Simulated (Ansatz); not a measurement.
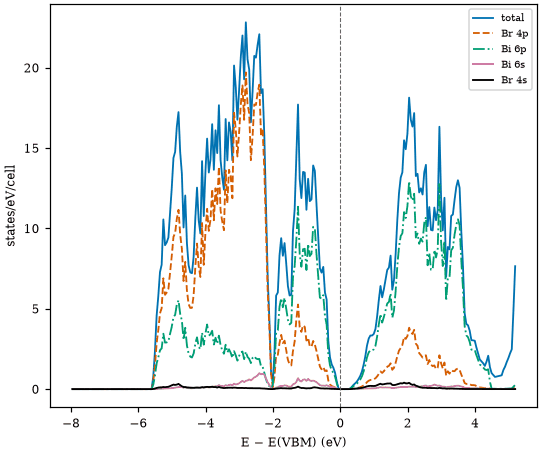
Figure. Total and projected density of states of BiBr in space group C2/m (No. 12; Pearson symbol mS32), DFT-LDA in the program Ansatz with PAW potentials

Question: Which orbitals carry the states next to the gap?

Answer: Top 1 eV of the valence band: Bi 6p 73 %, Br 4p 20 %. Bottom 1 eV of the conduction band: Bi 6p 73 %, Br 4p 17 %, Br 4s 6 %. Projections are on Löwdin-orthogonalised atomic valence shells; empty p or d shells of many metals are not among them.

Question: Where is the tallest occupied peak in this window, and what makes it?

Answer: Near -2.8 eV, about 23 states/eV per cell; the largest projected share is Br 4p.

The first step of the workflow began from a Materials Project structure, measured or hypothetical; the Crystallography Open Database files this formula in space group No. 12, but the cells were not matched. Whether it is the stable phase at ambient conditions was not checked. The LDA relaxation kept the symmetry of its start; whether a distortion lowers the energy is not shown. A crystal of weakly bound chains computed without a dispersion correction: the cell and the soft elastic constants depend strongly on that. Scalar-relativistic: spin–orbit coupling is off unless named, which matters more the heavier the elements.

Potentials: the later of the program's two PAW sets.
